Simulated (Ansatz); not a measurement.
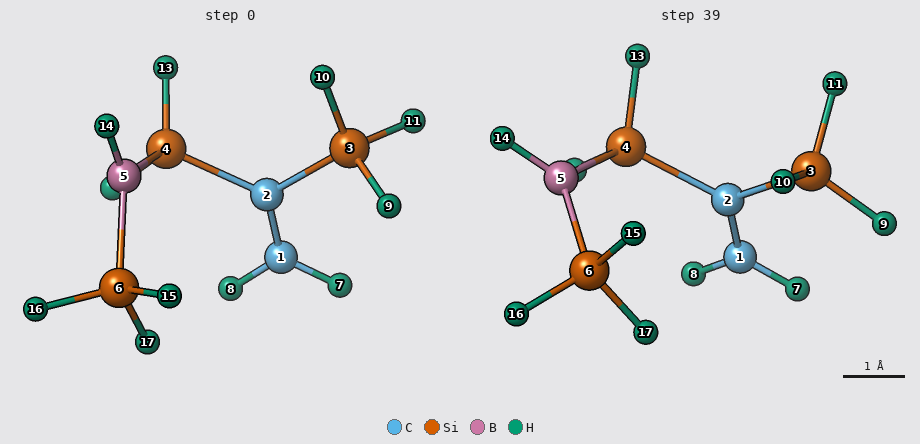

The structure of C₂H₁₁BSi₃ before (left) and after (right) a relaxation, at one scale.

The picture is a ball-and-stick view, seen at a tilt.

The run prepares an end point of a later path (torsion) calculation, from a guessed geometry.

Computed with Ansatz, RKS PBE-D4/6-31G.

The input:
```yaml
crystal:
  periodic: [false, false, false]
  atoms:
    - { symbol: C, position_ang: [-1.1149, -1.091, 1.4907] }
    - { symbol: C, position_ang: [0.005, -0.9296, 0.8489] }
    - { symbol: Si, position_ang: [1.5, -0.4653, 1.7735] }
    - { symbol: Si, position_ang: [0.1933, -1.1262, -0.9866] }
    - { symbol: B, position_ang: [0.3402, 0.5967, -1.8246] }
    - { symbol: Si, position_ang: [-0.9795, 2.0055, -1.489] }
    - { symbol: H, position_ang: [-1.2098, -0.8977, 2.5562] }
    - { symbol: H, position_ang: [-2.0297, -1.273, 0.9239] }
    - { symbol: H, position_ang: [1.3239, 0.8427, 2.4971] }
    - { symbol: H, position_ang: [2.6748, -0.3542, 0.8881] }
    - { symbol: H, position_ang: [1.8064, -1.4998, 2.8152] }
    - { symbol: H, position_ang: [-1.0957, -1.748, -1.4722] }
    - { symbol: H, position_ang: [1.2197, -1.9643, -1.3317] }
    - { symbol: H, position_ang: [1.2618, 0.8413, -2.4543] }
    - { symbol: H, position_ang: [-0.29794, 3.13253, -0.86543] }
    - { symbol: H, position_ang: [-1.5863, 2.43217, -2.75942] }
    - { symbol: H, position_ang: [-2.05138, 1.48533, -0.60176] }
basis:
  gaussian: { orbitals: "6-31G" }
hamiltonian:
  xc: pbe
  dispersion: d4
relax:
  f_tol: 0.015
  max_steps: 40
```

Run as
```bash
ansatz run input.yaml --threads 1 --pin off --max-ram 2048MiB --backend cpu --events-out ev --progress --plain --runs-dir out
```

Question: What changed between the two?

Answer: The relaxation stopped without meeting its thresholds, so the last structure isn't shown to be converged. It used up its limit of 40 steps. The energy falls by 0.913 eV in 36 accepted moves (39 points after the start). Largest force component: 2.9 eV/Å at the start, 0.076 eV/Å at the end. The line search rejected the trial steps at points 14, 30, 36 of the run. The forces were under the threshold at step 19, but the run went on from there. H10 moves most after the best rigid fit: 1.94 Å. Largest moves by element: H 1.94 Å, B 0.48 Å, Si 0.47 Å, C 0.33 Å. Among the contacts that change: Si4–H13 1.369 → 1.523 Å, Si4–B5 1.922 → 2.027 Å, C2–Si3 1.818 → 1.912 Å, Si6–H15 1.457 → 1.531 Å. Bond angles that change, for instance: C2–Si4–B5 110.1° → 115.1°, B5–Si6–H17 109.7° → 114.7°, B5–Si6–H16 109.8° → 113.7°. Groups turn about C2–Si3 by about 55°, Si4–B5 by about 45°, B5–Si6 by about 20°.
